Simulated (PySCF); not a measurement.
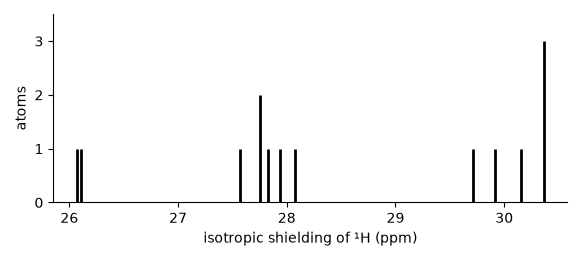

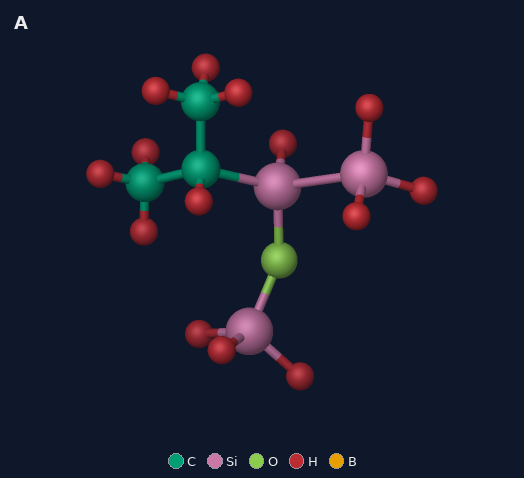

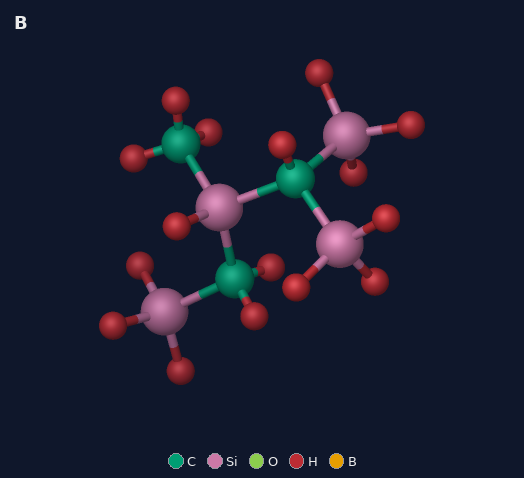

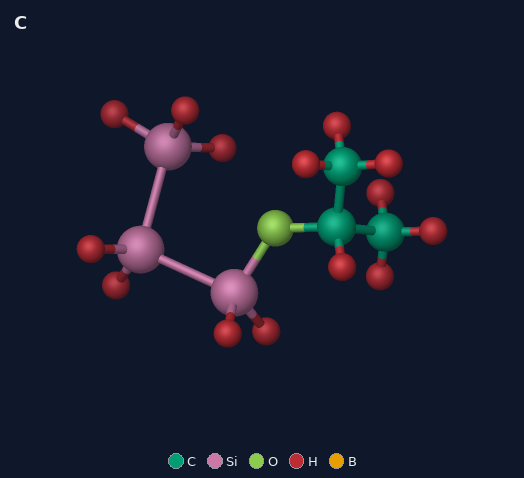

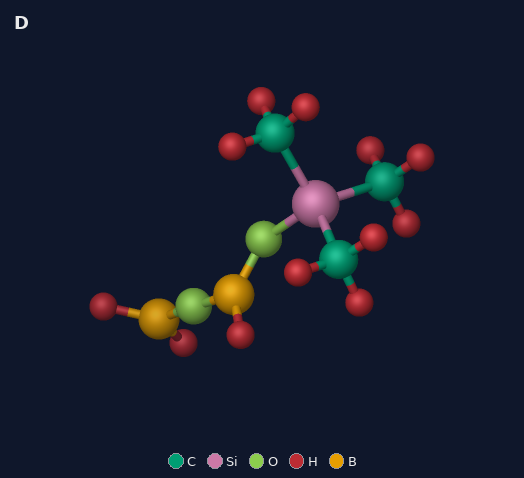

The sticks are computed shieldings of one of the molecules, for one fixed geometry (PBE0-D3(BJ)/def2-SVP) without averaging over rotations. Low shielding means a high chemical shift. Method: GIAO KT3/pcSseg-1 NMR shielding, non-relativistic, gas phase (PySCF 2.14.0).

Which molecule gives this pattern?

Answer. C, `CC(C)O[SiH2][SiH2][SiH3]`. Its 14 H atoms give lines at 26.07, 26.11, 27.57, 27.76 (2 atoms), 27.83, 27.94, 28.08, 29.71, 29.91, 30.15, 30.37 (3 atoms) ppm.
